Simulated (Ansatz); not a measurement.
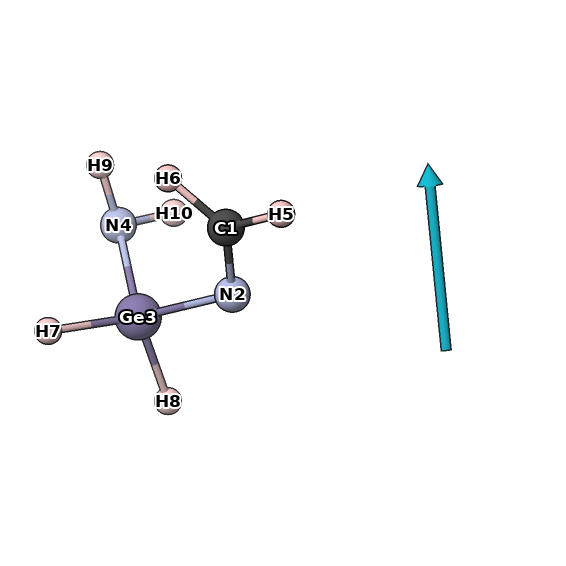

The arrow beside the molecule shows the direction of the dipole moment, from the negative to the positive end (its length means nothing). The geometry was computed by an optimisation with PBE-D4/def2-SVP. No frequency run is at hand to confirm it as a minimum. Properties computed with RKS PBE-D4/def2-SVP (Ansatz 0.2.0).

Question: Estimate the dipole moment.

Answer: 1.90 D; it points from the side of H8 to the side of H6, H9 (the outermost atoms at the two ends).
